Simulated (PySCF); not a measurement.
# C₃H₁₂N₂Si₂: what the fields show

Input file:

```
{"job": {"kind": "uv", "xc": "CAM-B3LYP", "basis": "def2-SVPD", "nstates": 8, "ntriplets": 3}, "charge": 0, "multiplicity": 1}
C      3.064944     0.614569    -0.213940
N      2.027046    -0.351845     0.044852
Si     0.530145     0.105194     0.763050
C     -0.628201     0.985729    -0.476169
Si    -1.886030    -0.443894    -0.323873
N     -3.208535     0.081883     0.653877
C     -0.651611    -1.391485     0.776032
H      3.751983     0.237677    -0.974138
H      3.643357     0.863545     0.683623
H      2.603149     1.527774    -0.581797
H      2.412497    -1.243587     0.317376
H      0.632785     0.803786     2.056820
H     -0.213620     1.097249    -1.473794
H     -0.993891     1.960534    -0.168923
H     -2.243876    -1.104525    -1.590692
H     -3.807888    -0.623328     1.050892
H     -3.770394     0.847104     0.317682
H     -0.248384    -2.288344     0.316455
H     -1.023280    -1.668784     1.756547
```

Launched as:

```sh
OMP_NUM_THREADS=1 python probes_run.py task.json out
```

Geometry: GFN2-xTB.

Method: CAM-B3LYP/def2-SVPD, SCF density, gas phase in PySCF.

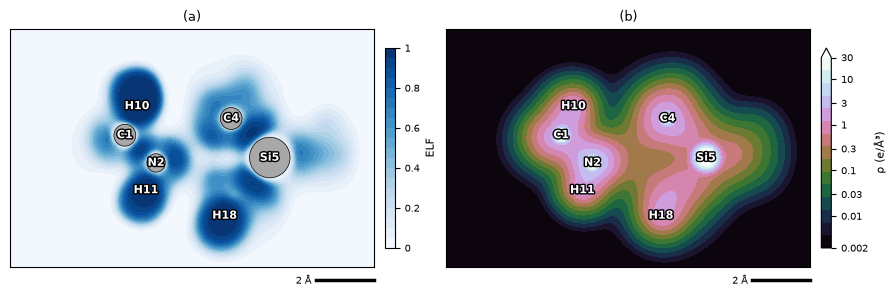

Figure 1. (a) electron localisation function; (b) electron density on the plane of atoms N2, C1 and H10. Grey discs cover the atomic cores in the ELF map.

Read the bonding off the picture.

The section cuts through C, N, Si and H sites.
C–N (1.44 Å): the density is about 1.9 e/Å³ at the midpoint; the ELF peaks at about 0.95 between the atoms: a shared electron pair.
C–Si (1.91 Å): the density is about 0.91 e/Å³ at the midpoint; the ELF peaks at about 0.95 between the atoms; localised, covalent bonding.
N–H (1.01 Å): ρ at the midpoint is about 2.8 e/Å³; the ELF climbs to about 1 towards the hydrogen, as it does in any bond to H: a covalent bond by its length.
C–H (1.09 Å): the density is about 2 e/Å³ at the midpoint; the ELF climbs to about 1 towards the hydrogen: an ordinary covalent bond to hydrogen.

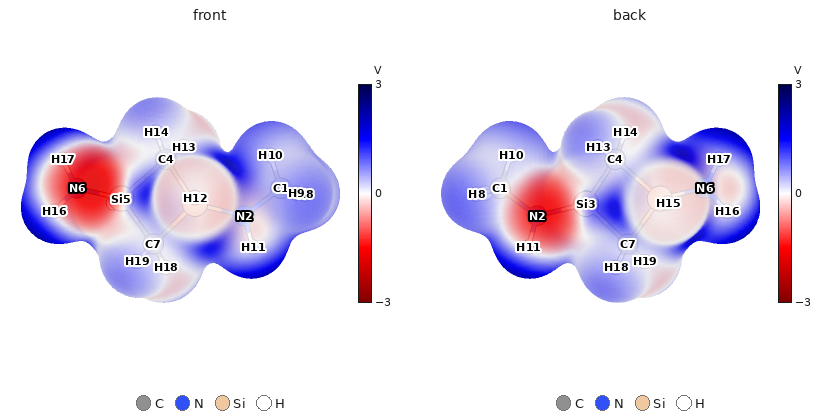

Figure 2. The electrostatic potential painted on the density surface at 0.004 e/bohr³, seen from the front and from behind; the colour scale runs from red (negative) to blue (positive).

Which sites attract a positive test charge, and which a negative one?

A positive charge is drawn to the negative regions and a negative charge to the positive ones. The most negative region (about −1.7 V) lies over N6, the most positive (about +2.1 V) over Si3, H11, H16 and H17. N6 is the likeliest acceptor of a hydrogen bond.
